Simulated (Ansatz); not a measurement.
## Nudged elastic band of C2H8BOPSi

The run: nudged elastic band of C2H8BOPSi. Method and program: RKS B3LYP-D4/STO-3G (Ansatz 0.2.0).

It belongs to a series of runs on one base structure; here: band between the two ends. Figures and captions count atoms from 1; the log counts them from 0 in places.

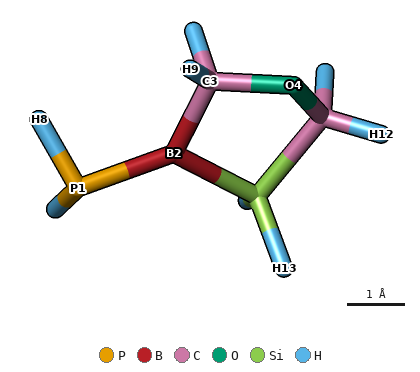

**Figure 1.** The input geometry (stick view, seen at a tilt; atoms are numbered from 1 in the order of the input).

**Input file**
```yaml
crystal:
  periodic: [false, false, false]
  atoms:
    - { symbol: P, position_ang: [-0.784236, -2.587731, -0.223769] }
    - { symbol: B, position_ang: [-0.241089, -0.825966, -0.09477] }
    - { symbol: C, position_ang: [1.186497, -0.301244, -0.57331] }
    - { symbol: O, position_ang: [1.17066, 1.125449, -1.013307] }
    - { symbol: C, position_ang: [0.327443, 1.888467, -0.05317] }
    - { symbol: Si, position_ang: [-1.194588, 0.822719, 0.362756] }
    - { symbol: H, position_ang: [-1.473747, -2.710637, 0.992919] }
    - { symbol: H, position_ang: [0.38904, -3.233614, 0.199631] }
    - { symbol: H, position_ang: [1.638558, -0.866089, -1.414595] }
    - { symbol: H, position_ang: [1.893773, -0.42575, 0.289582] }
    - { symbol: H, position_ang: [0.909893, 2.128839, 0.865183] }
    - { symbol: H, position_ang: [0.102021, 2.849087, -0.553411] }
    - { symbol: H, position_ang: [-2.31564, 1.144325, -0.494255] }
    - { symbol: H, position_ang: [-1.621685, 0.962845, 1.739315] }
basis:
  gaussian: { orbitals: STO-3G }
hamiltonian:
  xc: b3lyp
  dispersion: d4
neb:
  order_check: false
  images: 4
  f_tol: 0.05
  max_iterations: 60
  initial_path: idpp
  climbing: false
  final_atoms:
    - { symbol: P, position_ang: [-0.42624933, -2.5857187, 0.65984942] }
    - { symbol: B, position_ang: [-0.1400466, -0.83219694, 0.14593214] }
    - { symbol: C, position_ang: [1.23716268, -0.29991179, -0.45820813] }
    - { symbol: O, position_ang: [1.12984483, 1.06518674, -1.0508416] }
    - { symbol: C, position_ang: [0.29379048, 1.89364642, -0.14069909] }
    - { symbol: Si, position_ang: [-1.15248008, 0.81465734, 0.46703909] }
    - { symbol: H, position_ang: [-1.77452176, -2.71645892, 0.29106439] }
    - { symbol: H, position_ang: [0.10039929, -3.2525064, -0.45835339] }
    - { symbol: H, position_ang: [1.67608166, -0.93276452, -1.25708771] }
    - { symbol: H, position_ang: [1.99025771, -0.29856471, 0.37427848] }
    - { symbol: H, position_ang: [0.90327576, 2.26013778, 0.71621335] }
    - { symbol: H, position_ang: [0.00072553, 2.78148823, -0.73180555] }
    - { symbol: H, position_ang: [-2.32350564, 0.98315936, -0.36646443] }
    - { symbol: H, position_ang: [-1.52783454, 1.0905461, 1.83788204] }
```

Launched with:
```bash
ansatz run input.yaml --threads 1 --pin off --max-ram 2048MiB --backend cpu --events-out ev --progress --plain --runs-dir out
```

**Output**
```
Engine: ansatz 0.2.0, x86_64-unknown-linux-gnu
Functional definition: B3LYP
  parameter a0 = 0.2
  parameter ax = 0.72
  parameter ac = 0.81
  exchange = (1 - a0 - ax)*slater_x + ax*b88_x + a0*exact_x
  correlation = (1 - ac)*vwn_rpa_c + ac*lyp_c
657 factors; integrals over basis functions are off by at most 2.5e-5 eV
mean field evaluation 1: about -21834.3997 eV, gradient 1.8e1 eV
mean field evaluation 2: about -21834.3420 eV, gradient 1.9e1 eV
mean field evaluation 4: about -21835.5120 eV, gradient 7.2e-1 eV
mean field evaluation 8: about -21835.4526 eV, gradient 1.5e-2 eV
mean field -21835.45261873 eV, -802.4380831371 hartree, gradient 2.0e-5 eV, S^2 0.000000; 0 other end points of the search recorded, 0 dependent functions left out
the calculation of the forces begins
reference -21835.45283291 eV, -802.4380910078 hartree; 31, 31 occupied and 15, 15 virtual orbitals, 657 factors
657 factors; integrals over basis functions are off by at most 2.2e-5 eV
mean field evaluation 16: about -21834.3957 eV, gradient 1.8e1 eV
mean field -21835.44652417 eV, -802.4378591661 hartree, gradient 2.4e-5 eV, S^2 0.000000; 0 other end points of the search recorded, 0 dependent functions left out
[... from here on the field's lines of each further geometry are left out, up to the last ...]
NEB iter   1: max|band force component| = 3.229e0 eV/Å  barrier→ = 0.7964 eV  barrier← = 0.7899 eV  Δτ_max = 0.1648 Å  (141 SCF iters)
NEB iter   2: max|band force component| = 1.103e0 eV/Å  barrier→ = 0.4881 eV  barrier← = 0.4816 eV  Δτ_max = 0.0489 Å  (106 SCF iters)
NEB iter   3: max|band force component| = 3.768e-1 eV/Å  barrier→ = 0.4613 eV  barrier← = 0.4549 eV  Δτ_max = 0.0462 Å  (110 SCF iters)
NEB iter   4: max|band force component| = 1.821e-1 eV/Å  barrier→ = 0.4769 eV  barrier← = 0.4704 eV  Δτ_max = 0.0121 Å  (109 SCF iters)
the calculation of the forces begins
reference -21835.37783616 eV, -802.4353349281 hartree; 31, 31 occupied and 15, 15 virtual orbitals, 657 factors
657 factors; integrals over basis functions are off by at most 1.5e-5 eV
mean field evaluation 256: about -21834.9745 eV, gradient 3.9e-2 eV
mean field -21834.97447779 eV, -802.4205117814 hartree, gradient 1.2e-5 eV, S^2 0.000000; 1 other end points of the search recorded, 0 dependent functions left out
the calculation of the forces begins
reference -21834.97469344 eV, -802.4205197064 hartree; 31, 31 occupied and 15, 15 virtual orbitals, 657 factors
NEB iter   5: max|band force component| = 2.951e-2 eV/Å  barrier→ = 0.4769 eV  barrier← = 0.4704 eV  Δτ_max = 0.0000 Å  (184 SCF iters)
```

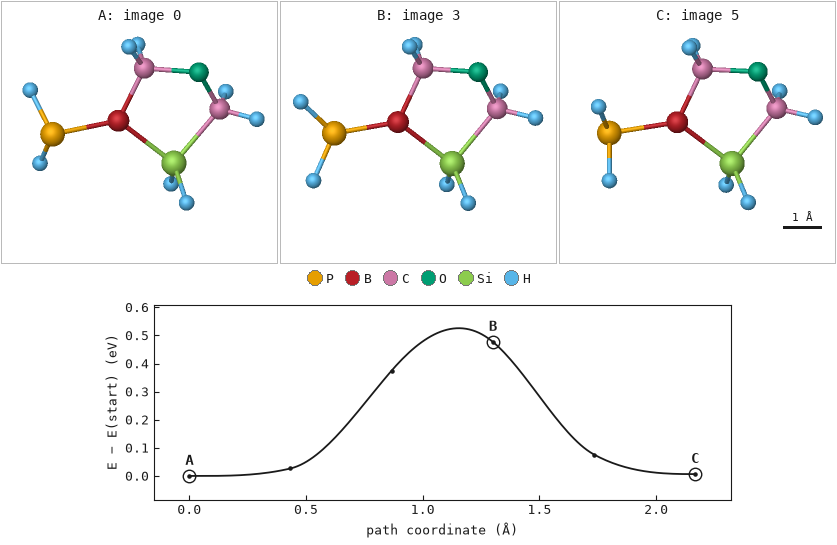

**Figure 2.** Images of the last band (counted from 0; ball-and-stick, seen at a tilt) above the energy along the path; the line is a cubic interpolation that uses the forces. The highest image is number 3, 0.477 eV above the start and 0.470 eV above the end; the end lies 0.006 eV above the start. The path is 2.17 Å long. The band converged in 5 iterations.

```
Total energy: -21835.57705267 eV, -802.4426560000 hartree
Atom 0 at    -0.517838    -2.465001     0.361695 Å, force     0.233797    -0.019694     0.598019 eV/Å
Atom 1 at    -0.175779    -0.793581     0.007993 Å, force    -0.020828    -0.002371    -0.060379 eV/Å
Atom 2 at     1.243876    -0.259038    -0.517938 Å, force    -0.010973    -0.004554    -0.023211 eV/Å
Atom 3 at     1.138984     1.125912    -1.066538 Å, force    -0.001260    -0.002491    -0.004612 eV/Å
Atom 4 at     0.301572     1.921454    -0.129308 Å, force    -0.001686    -0.002403    -0.010456 eV/Å
Atom 5 at    -1.168945     0.835393     0.406600 Å, force    -0.009346    -0.010418    -0.020627 eV/Å
Atom 6 at    -1.785382    -2.943050     0.657506 Å, force    -0.073226     0.028190    -0.232820 eV/Å
Atom 7 at     0.222294    -3.536122    -0.119078 Å, force    -0.090672     0.021481    -0.210787 eV/Å
Atom 8 at     1.696752    -0.858699    -1.334122 Å, force     0.007490     0.005868    -0.013499 eV/Å
Atom 9 at     1.984451    -0.274472     0.322534 Å, force    -0.022909    -0.006653    -0.005926 eV/Å
Atom 10 at     0.902747     2.239421     0.752831 Å, force    -0.003872    -0.006266    -0.001612 eV/Å
Atom 11 at     0.028242     2.840349    -0.681480 Å, force     0.000333     0.000714     0.000927 eV/Å
Atom 12 at    -2.332614     1.079444    -0.417987 Å, force    -0.013165     0.012752    -0.003783 eV/Å
Atom 13 at    -1.551459     1.058690     1.786091 Å, force     0.006317    -0.014154    -0.011234 eV/Å
Dipole moment:    -0.269268    -0.586129     0.238222 e Å
this run last wrote the band of iteration 5 to [file]
```

**The last band as extended XYZ (Å, eV, eV/Å)**
```
14
Properties=species:S:1:pos:R:3:forces:R:3 image=0 energy=-21836.05376
P    -0.7842   -2.5877   -0.2238    0.0047   0.0116  -0.0010
B    -0.2411   -0.8260   -0.0948   -0.0025  -0.0137  -0.0095
C     1.1865   -0.3012   -0.5733    0.0043   0.0050   0.0113
O     1.1707    1.1254   -1.0133   -0.0034  -0.0021   0.0018
C     0.3274    1.8885   -0.0532   -0.0002   0.0079  -0.0059
Si   -1.1946    0.8227    0.3628    0.0039   0.0013   0.0090
H    -1.4737   -2.7106    0.9929    0.0006  -0.0012   0.0014
H     0.3890   -3.2336    0.1996   -0.0018  -0.0041   0.0035
H     1.6386   -0.8661   -1.4146   -0.0037   0.0028   0.0024
H     1.8938   -0.4258    0.2896   -0.0031   0.0011  -0.0093
H     0.9099    2.1288    0.8652   -0.0054  -0.0047  -0.0028
H     0.1020    2.8491   -0.5534    0.0063  -0.0029   0.0032
H    -2.3156    1.1443   -0.4943    0.0008  -0.0011  -0.0006
H    -1.6217    0.9628    1.7393   -0.0005   0.0001  -0.0036
14
Properties=species:S:1:pos:R:3:forces:R:3 image=1 energy=-21836.02715
P    -0.7880   -2.5463   -0.2652   -0.0701  -0.0591  -0.1513
B    -0.1922   -0.8279   -0.0033   -0.0089  -0.0125  -0.0317
C     1.2278   -0.2874   -0.5046   -0.0279  -0.0361   0.0000
O     1.1468    1.1061   -1.0388    0.0062  -0.0082   0.0055
C     0.3104    1.9051   -0.1025   -0.0024  -0.0024   0.0159
Si   -1.1632    0.8217    0.4254   -0.0031  -0.0122  -0.0104
H    -1.5867   -2.7970    0.8605    0.0988   0.0867   0.0506
H     0.3049   -3.3494    0.0967    0.0192   0.1116   0.0729
H     1.6953   -0.8810   -1.3166    0.0053  -0.0080   0.0069
H     1.9479   -0.3229    0.3543   -0.0262  -0.0232   0.0168
H     0.9126    2.2217    0.7788    0.0019  -0.0060   0.0050
H     0.0402    2.8244   -0.6558    0.0010  -0.0098   0.0043
H    -2.3208    1.0744   -0.4060   -0.0007   0.0035   0.0084
H    -1.5481    1.0292    1.8058    0.0068  -0.0243   0.0071
14
Properties=species:S:1:pos:R:3:forces:R:3 image=2 energy=-21835.67881
P    -0.6649   -2.4786   -0.0039   -0.3454  -0.0621  -0.8749
B    -0.1587   -0.7982    0.0560    0.0571   0.0138   0.1244
C     1.2453   -0.2618   -0.5045    0.0145  -0.0136   0.0279
O     1.1405    1.1226   -1.0558   -0.0129  -0.0156   0.0143
C     0.3060    1.9201   -0.1178    0.0000  -0.0022   0.0022
Si   -1.1635    0.8341    0.4197   -0.0008  -0.0011   0.0245
H    -1.7281   -2.9239    0.7692    0.1500   0.0544   0.3178
H     0.2622   -3.5134   -0.0124    0.1178   0.0501   0.2951
H     1.6893   -0.8629   -1.3251   -0.0158  -0.0138   0.0292
H     1.9940   -0.2785    0.3281    0.0231   0.0071   0.0136
H     0.9085    2.2355    0.7641    0.0050   0.0027   0.0007
H     0.0341    2.8402   -0.6687   -0.0035  -0.0078   0.0020
H    -2.3227    1.0732   -0.4147    0.0139  -0.0309   0.0084
H    -1.5551    1.0624    1.7946   -0.0029   0.0188   0.0148
14
Properties=species:S:1:pos:R:3:forces:R:3 image=3 energy=-21835.57684
P    -0.5178   -2.4650    0.3617    0.2338  -0.0197   0.5980
B    -0.1758   -0.7936    0.0080   -0.0208  -0.0024  -0.0604
C     1.2439   -0.2590   -0.5179   -0.0110  -0.0046  -0.0232
O     1.1390    1.1259   -1.0665   -0.0013  -0.0025  -0.0046
C     0.3016    1.9215   -0.1293   -0.0017  -0.0024  -0.0105
Si   -1.1689    0.8354    0.4066   -0.0093  -0.0104  -0.0206
H    -1.7854   -2.9430    0.6575   -0.0732   0.0282  -0.2328
H     0.2223   -3.5361   -0.1191   -0.0907   0.0215  -0.2108
H     1.6968   -0.8587   -1.3341    0.0075   0.0059  -0.0135
H     1.9845   -0.2745    0.3225   -0.0229  -0.0067  -0.0059
H     0.9027    2.2394    0.7528   -0.0039  -0.0063  -0.0016
H     0.0282    2.8403   -0.6815    0.0003   0.0007   0.0009
H    -2.3326    1.0794   -0.4180   -0.0132   0.0128  -0.0038
H    -1.5515    1.0587    1.7861    0.0063  -0.0142  -0.0112
14
Properties=species:S:1:pos:R:3:forces:R:3 image=4 energy=-21835.97756
P    -0.4038   -2.5191    0.6796    0.1510  -0.0624   0.4318
B    -0.1710   -0.8241    0.0378    0.0133  -0.0515   0.0400
C     1.2247   -0.2733   -0.5259   -0.0227  -0.0252  -0.0169
O     1.1302    1.1122   -1.0730   -0.0120  -0.0214  -0.0067
C     0.2952    1.9112   -0.1367   -0.0032  -0.0130  -0.0033
Si   -1.1730    0.8237    0.3998   -0.0167  -0.0183  -0.0106
H    -1.7548   -2.8467    0.5068    0.0423   0.1374  -0.2207
H     0.1655   -3.4133   -0.2370   -0.0873   0.1698  -0.1686
H     1.6800   -0.8762   -1.3388   -0.0216  -0.0209  -0.0052
H     1.9662   -0.2936    0.3162   -0.0281  -0.0287  -0.0044
H     0.8975    2.2299    0.7446   -0.0042  -0.0147  -0.0085
H     0.0220    2.8302   -0.6887   -0.0063  -0.0130  -0.0061
H    -2.3327    1.0590   -0.4332   -0.0006  -0.0216  -0.0129
H    -1.5590    1.0508    1.7773   -0.0037  -0.0165  -0.0079
14
Properties=species:S:1:pos:R:3:forces:R:3 image=5 energy=-21836.04727
P    -0.4469   -2.5949    0.6080   -0.0011   0.0087  -0.0055
B    -0.1462   -0.8339    0.1293   -0.0063  -0.0004   0.0000
C     1.2387   -0.2989   -0.4546    0.0073  -0.0075   0.0066
O     1.1442    1.0777   -1.0222    0.0004   0.0026  -0.0040
C     0.3064    1.8941   -0.1028   -0.0048  -0.0028   0.0034
Si   -1.1509    0.8130    0.4738    0.0068  -0.0029  -0.0039
H    -1.7932   -2.7103    0.2268    0.0037  -0.0007   0.0013
H     0.0840   -3.2439   -0.5187   -0.0014   0.0001   0.0022
H     1.6798   -0.9194   -1.2620   -0.0013  -0.0016  -0.0001
H     1.9856   -0.3179    0.3833    0.0019   0.0016  -0.0040
H     0.9117    2.2406    0.7653    0.0002   0.0006   0.0009
H     0.0232    2.7947   -0.6793   -0.0016   0.0000   0.0004
H    -2.3146    1.0044   -0.3650   -0.0008   0.0018  -0.0002
H    -1.5348    1.0654    1.8468   -0.0031   0.0004   0.0027
```

**Summary**

| quantity | value |
| --- | --- |
| outcome | converged |
| barrier, forward | 0.477 eV |
| barrier, backward | 0.470 eV |
| hardware | 1 thread of Intel Xeon (Granite Rapids), 10 GiB of memory available, shared host |
| wall time | 61 s |
| peak memory | 0.14 GiB |

**Notes**

The order of the saddle point was not checked.
